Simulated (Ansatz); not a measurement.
# GaSi2P (zincblende [110] superlattice) (Pmn2_1): the gap up the ladder of methods, part 2 of 2

Wanted: a ladder of band gaps for GaSi2P (zincblende [110] superlattice) (Pmn2_1), from density functionals to G0W0.

Ansatz 0.2.0; density functionals, hybrids and G0W0, plane waves, PAW. Known limits of the many-body steps: finite bands, screening cutoff and k mesh; no spin-orbit coupling in G0W0; d shells not analysed; screening cutoff under 40 eV in some runs.

So far. Step 3 (PBEsol+SOC on the 6×4×4 mesh): Over mesh and listed points the gap is 0.764 eV, from k = Γ to k = (0.000, -0.150, 0.000). The least direct gap found is 0.833 eV, at k = Γ. On the 6×4×4 mesh alone the same run gives 0.810 eV, so that mesh misses an edge of PBEsol+SOC: 0.810 − 0.764 = +0.046 eV. PBEsol+SOC against PBEsol: 0.764 − 0.775 = −0.011 eV, with the same mesh, set of files (read in its fully relativistic form for the spin-orbit run) and cutoff, and both edges at the same k points.

The structure was built from a prototype and need not be the compound's stable phase.

### Step 5. G0W0@PBEsol, 4×4×2 mesh, 311 empty bands, screening to 90 eV, PAW set soft_1 files

G0W0 replaces the xc potential by a self-energy built once from the orbitals of the start. Levels are corrected in the window of bands that the input names, at points of the mesh.

This step: G0W0 on PBEsol, plane waves, PAW; PAW set soft_1.

input.yaml

```yaml
crystal:
  lattice:
    - [3.8421518345, 0.0, 0.0]
    - [0.0, 5.4375237944, -2.7723e-06]
    - [0.0, -3.9206e-06, 7.6837636921]
  atoms:
    - { symbol: Ga, position: [0.0, 0.0105496704, 0.1195673502] }
    - { symbol: P, position: [0.5, 0.265858094, 0.1263065093] }
    - { symbol: Ga, position: [0.5, 0.5105497565, 0.3815072346] }
    - { symbol: P, position: [0.0, 0.7658580403, 0.374768288] }
    - { symbol: Si, position: [0.0, -0.0124346698, 0.6251886117] }
    - { symbol: Si, position: [0.5, 0.2360271927, 0.62751969] }
    - { symbol: Si, position: [0.5, 0.4875649328, 0.8758864662] }
    - { symbol: Si, position: [0.0, 0.736026983, 0.8735545645] }
kpoints:
  mp_grid: { grid: [4, 4, 2] }
hamiltonian:
  xc: pbesol
  pseudopotentials: { kind: paw, azcp: { folder: soft_1 }, xc_functional: pbe }
scf:
  occupations: { method: fixed }
gw:
  n_empty_bands: 311
  ecut_chi: 90.0
  qp_bands: [v2, c2]
  qp_kpoints: band_edges
  screening: { model: contour_deformation }
```

Command:

```console
$ ansatz run input.yaml --threads 4 --pin off --max-ram 17510MiB --backend cpu --events-out ev --progress --plain --runs-dir out
```

Numbers of over 12 decimals in the logs are rounded to 6 here.

The program printed:

```text
[...]
Crystal: 8 atoms, lattice volume = 160.528 Å³
Basis set: ecut = 420 eV, 3115 PW (Γ)
Bands: 34, of which v1, the nominal top of the filled ones, is band 26 counted from 1 (25 counted from 0)
Symmetry: 4 space group operations
[...]
k-points: 18 of 32 (time reversal used)
[...]
1    28      8.4173    -6.9262    -4.0298   -11.1797  0.7786     8.6416     8.6410  root
[...]
16    25      5.5445   -15.3200     1.5724   -13.3744  0.7548     5.1695     5.1713  root
    16    26      5.5445   -15.3200     1.5724   -13.3744  0.7548     5.1695     5.1713  root
    16    27      8.1520    -8.8049    -3.9093   -13.0486  0.7735     8.4878     8.4866  root
    16    28      8.1520    -8.8049    -3.9093   -13.0486  0.7735     8.4878     8.4866  root
[key lines of the parts left out:]
SCF converged after 9 iterations
Free energy (F): -11453.653342 eV
Fermi energy:    6.753968 eV
```

Wall time 3 min (4 threads of Arm Neoverse V2, shared host); peak memory 2 GiB.

This step gave:

| Quantity | Value |
| --- | --- |
| bands summed | 337 |
| RPA ε∞ on this mesh (eigenvalues) | 14.26, 16.60, 17.74 |
| plane waves in the screening matrix | 303 |
| G0W0 gap over the corrected points | 1.307 eV |
| k of the valence top | 0, 0, 0 |
| k of the conduction bottom | -0.5, 0, 0 |
| starting gap on the mesh | 0.8114 eV |
| Z at the valence top | 0.7625 |
| Z at the conduction bottom | 0.7826 |
| least direct G0W0 gap over the corrected points | 1.337 eV |

Over 11 of 18 irreducible mesh points the G0W0 gap is 1.307 eV, from k = Γ to k = (-0.500, 0.000, 0.000). The PBEsol gap of this run on the mesh is 0.811 eV. Other states bound it: the two that bound the G0W0 gap lie 0.822 eV apart in PBEsol, so state for state the correction is 1.307 − 0.822 = +0.485 eV, while gap against gap it is 1.307 − 0.811 = +0.496 eV. The program's warnings for this run: structure snapped to symmetry.

### Step 6. The ladder

Each gap is the least one over the points named; times are wall times on shared hosts, not benchmarks. A G0W0 time includes the run's own self-consistent start. Runs with listed points see these and the mesh alone, so an edge that moves elsewhere is missed. Rows marked * are further runs, not shown as steps, whose inputs differ from the G0W0 step on the same start in the columns given; solver thresholds can differ too.

```
       level   mesh       files, cutoff  bands summed, screening                            points  gap (eV)  valence top       conduction bottom  least direct gap (eV)   time
      PBEsol  6×4×4  soft_1 PAW, 420 eV                        -                     mesh and path     0.775            Γ  (0.000, -0.150, 0.000)                  0.845   11 s
  PBEsol+SOC  6×4×4  soft_1 PAW, 420 eV                        -            mesh and listed points     0.764            Γ  (0.000, -0.150, 0.000)                  0.833   35 s
       HSE06  4×4×2  soft_1 PAW, 420 eV                        -            mesh and listed points     1.515            Γ  (0.000, -0.150, 0.000)                  1.581   73 s
G0W0@PBEsol*  4×4×2  soft_1 PAW, 420 eV               104, 36 eV  11 of 18 irreducible mesh points     1.060            Γ  (-0.500, 0.000, 0.000)                  1.098   27 s
 G0W0@PBEsol  4×4×2  soft_1 PAW, 420 eV               337, 90 eV  11 of 18 irreducible mesh points     1.307            Γ  (-0.500, 0.000, 0.000)                  1.337  3 min
```

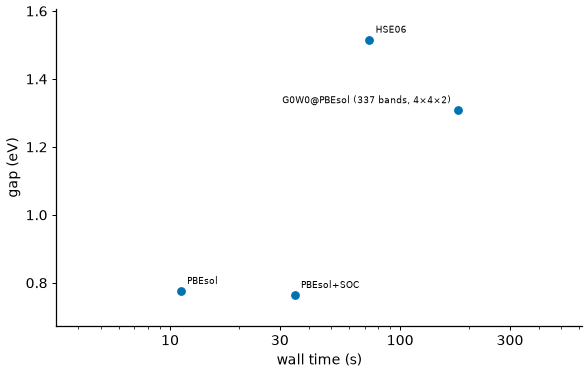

Gap against wall time for the runs shown as steps.

### Step 7. Outcome

- PBEsol, over mesh and path: 0.775 eV
- PBEsol+SOC, over mesh and listed points: 0.764 eV
- HSE06, over mesh and listed points: 1.515 eV
- G0W0@PBEsol (337 bands, 4×4×2), over 11 of 18 irreducible mesh points: 1.307 eV
- known limits: finite bands, screening cutoff and k mesh; no spin-orbit coupling in G0W0; d shells not analysed; screening cutoff under 40 eV in some runs

In words: The rows run from 0.764 eV (PBEsol+SOC) to 1.515 eV (HSE06). They differ in mesh, bands and screening cutoff of G0W0 and the points over which the gap was sought as well as in level, so only pairs that share these are like for like. PBEsol+SOC against PBEsol: 0.764 − 0.775 = −0.011 eV, with the same mesh, set of files (read in its fully relativistic form for the spin-orbit run) and cutoff, and both edges at the same k points. The spin-orbit run sees mesh and listed points alone, so its gap is an upper bound: the coupling can move an edge off these points, the more so as this crystal has no centre of inversion, and the change over the zone, its sign included where it is small, is not known. G0W0@PBEsol (337 bands, 4×4×2) moves the gap of its own start on the mesh by 1.307 − 0.811 = +0.496 eV, with other states at the edges (they lie 0.822 eV apart at the start). Over mesh and path, PBEsol puts the conduction bottom at k = (0.000, -0.150, 0.000), where no G0W0 correction was computed. The G0W0 gap over the whole zone is therefore not known from this run; at its settings it can only be equal to or under the 1.307 eV found, and no correction is carried over from another point. For the start itself the gap is 0.775 eV over mesh and path and 0.811 eV on the mesh of the G0W0 run, in runs that differ in mesh (6×4×4 and 4×4×2). What spin-orbit coupling does to the G0W0 levels was not computed, so no sum with the G0W0 gap is formed. For G0W0@PBEsol: from 104 bands and 36 eV to 337 bands and 90 eV the gap moves by 1.307 − 1.060 = +0.247 eV; bands and screening cutoff rise together, so their parts are not told apart. Two runs can't test a law of convergence, so the limit is not known. For G0W0@PBEsol (337 bands, 4×4×2): the program's warnings for this run: structure snapped to symmetry. For the further run with 104 bands on the 4×4×2 mesh, the program warns: structure snapped to symmetry. The G0W0 runs are scalar-relativistic. One-shot GW is known to converge slowly in bands for compounds with shallow d shells. The cell holds Ga; the filling of the d shell and its place against the gap were not analysed here. No pair of G0W0 runs that differ in the mesh alone is shown (4×4×2 is a supercell whose nearest images lie 15 Å apart), so the error from the mesh is not known here. G0W0 is shown with one set of atomic data (soft_1 PAW), so the error from the files is not known here. A screening cutoff under 40 eV is crude: G0W0@PBEsol with 104 bands at 36 eV.

[Paths, hosts, dates, memory and timing lines, banners, echoed tables and standing remarks are left out of the program output.]

[Logs are printed without paths, hosts, clocks, repeated set-up lines and the standing remarks that a program may print on its own settings, such as how far it seeks lower states.]

[Runs of the session that timed out or met a known fault of the program may be left out.]

[Cells called generated may have been cut or substituted from an entry of the Crystallography Open Database or the Materials Project.]

[Hosts, paths, dates, database ids (printed as entryN), source tags and the programs' standing remarks are cut or masked in the printed files.]

[Where an RPA ε∞ is given, it is that of the G0W0 mesh and is not shown converged in it. Names of k-points follow the symmetry that the program found, which can be lower than the space group named. Band edges on a path are those of the sampled points; other points can move an edge, and change direct to indirect where valleys lie close.]

[Hybrid gaps are those of their k-mesh and are not shown converged in it.]
